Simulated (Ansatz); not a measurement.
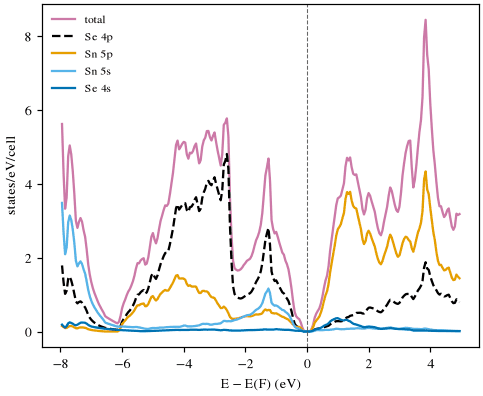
*Total and projected density of states of SnSe (rock salt, Fm-3m), r²SCAN+D4 in the plane-wave PAW code Ansatz*

Task: Which orbitals carry the states next to the Fermi level?

Result: Within 0.5 eV of the Fermi level: Sn 5p 47 %, Se 4p 26 %, Sn 5s 15 %, Se 4s 9 %. Projections are on Löwdin-orthogonalised atomic valence shells; empty p or d shells of many metals are not among them.

Task: Where is the tallest occupied peak in this window, and what makes it?

Result: Near -2.6 eV, about 5.8 states/eV per cell; the largest projected share is Se 4p.

The start of the workflow was typed in or built on a structure type; the Crystallography Open Database files this formula in space group No. 225, but the cells were not matched. It is not the phase usual at ambient conditions (space group No. 62). Symmetry was held in the r²SCAN+D4 relaxation; its stability against distortions is not shown here. Scalar-relativistic: spin–orbit coupling is off unless named, which matters more the heavier the elements.

Potentials: the earlier of the program's two PAW sets.
